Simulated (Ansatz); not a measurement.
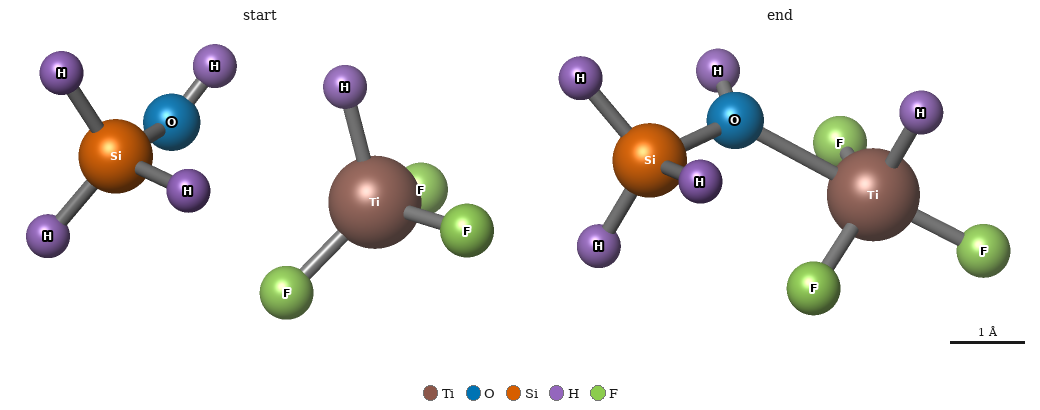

The structure of TiSiH$_{5}$OF$_{3}$ before (left) and after (right) a relaxation, at one scale.

Style: ball-and-stick. Shown at a tilt.

The run prepares an end point of a later path (reaction) calculation, from a guessed geometry.

Theory: RHF/def2-SVP (Ansatz). Settings: no spin polarisation; force threshold 0.03 eV/Å; at most 50 steps.

Question: Summarise the run.

Answer: After 21 accepted moves (22 points after the start) the energy has fallen by 19.4 kcal/mol. Largest force component: 1 eV/Å at the start, 0.027 eV/Å at the end. The line search rejected the trial step at point 18 of the run. The largest move after the best rigid fit is that of an F atom, 1.58 Å. By element the largest moves are F 1.58 Å, H 1.26 Å, O 0.60 Å, Ti 0.49 Å, Si 0.31 Å. Among the contacts that change: O–Ti 3.123 → 2.223 Å, Si–Ti 4.280 → 3.532 Å, H–Ti 3.019 → 2.719 Å, H–Ti 1.686 → 1.634 Å. New bonds form, among them: O–Ti (3.12 → 2.22 Å). Among the angles between lasting bonds that change: F–Ti–F 110.8° → 128.5°, F–Ti–F 110.6° → 101.8°, F–Ti–F 109.3° → 101.4°. Groups turn about O–Si by about 80°.

Limits of the set-up: Hartree-Fock leaves out electron correlation.
